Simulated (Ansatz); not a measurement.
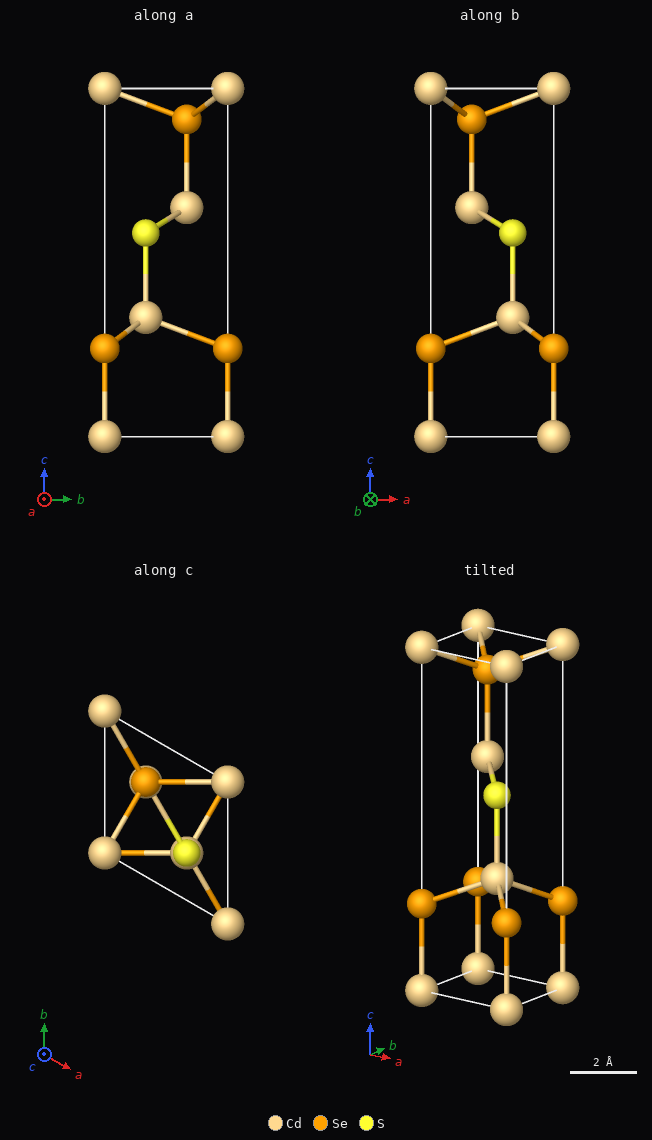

View along the a axis, along the b axis, along the c axis and slightly off an axis, drawn as a ball-and-stick model. The wireframe shows the conventional unit cell.

Lattice parameters: a = 4.3156 Å, b = 4.3156 Å, c = 10.5861 Å, α = 90.000°, β = 90.000°, γ = 120.000°.

> Set out the cell and atoms as a CIF with its space group and independent sites, with free fractional coordinates to two decimals.

```cif
data_structure
_symmetry_space_group_name_H-M 'P 3 m 1'
_symmetry_Int_Tables_number 156
_cell_length_a 4.3156
_cell_length_b 4.3156
_cell_length_c 10.5861
_cell_angle_alpha 90.000
_cell_angle_beta 90.000
_cell_angle_gamma 120.000
_cell_volume 170.74
loop_
_atom_site_label
_atom_site_type_symbol
_atom_site_symmetry_multiplicity
_atom_site_Wyckoff_symbol
_atom_site_fract_x
_atom_site_fract_y
_atom_site_fract_z
_atom_site_occupancy
Cd1 Cd 1 a 0.00 0.00 0.00 1
Cd2 Cd 1 b 0.3333 0.6667 0.66 1
Cd3 Cd 1 c 0.6667 0.3333 0.34 1
Se1 Se 1 b 0.3333 0.6667 0.91 1
Se2 Se 1 a 0.00 0.00 0.25 1
S1 S 1 c 0.6667 0.3333 0.58 1
```

Starting structure: a structure type filled with these elements by a generator (whether the compound takes this form wasn't checked). Earlier steps of the study may have refined or changed the cell and positions. It was set up as input for a calculation with Ansatz.
